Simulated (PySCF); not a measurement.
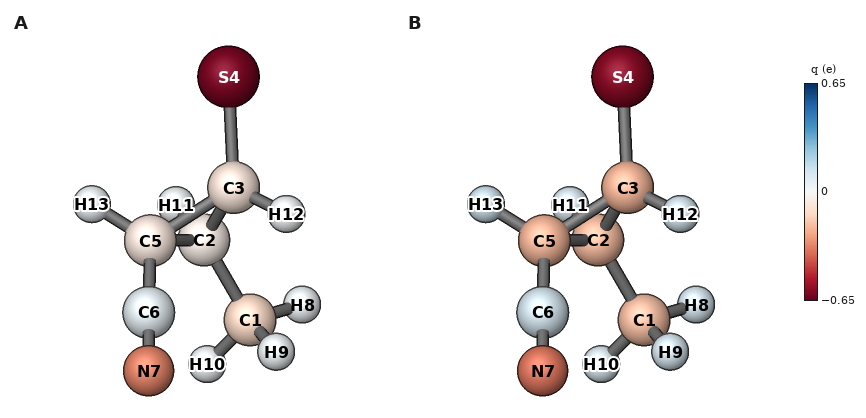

Atomic charges of one calculation by 2 schemes, on one colour scale. The species has charge −1 and is a spin singlet. The geometry was computed by an optimisation with GFN2-xTB. No frequency run is at hand to confirm it as a minimum. Computed with PBE0/pcSseg-1 (PySCF 2.14.0).

### The schemes are Hirshfeld, Mulliken. Which panel shows which?

A Hirshfeld, B Mulliken.

List the charges (e), one line for each set of equivalent atoms.

| atom | Hirshfeld | Mulliken |
| --- | --- | --- |
| C1 | −0.13 | −0.19 |
| C2 | −0.04 | −0.20 |
| C3 | −0.07 | −0.21 |
| S4 | −0.61 | −0.59 |
| C5 | −0.06 | −0.21 |
| C6 | 0.06 | 0.11 |
| N7 | −0.32 | −0.34 |
| H8 | 0.03 | 0.10 |
| H9 | 0.03 | 0.10 |
| H10 | 0.02 | 0.09 |
| H11 | 0.03 | 0.09 |
| H12 | 0.02 | 0.12 |
| H13 | 0.04 | 0.13 |
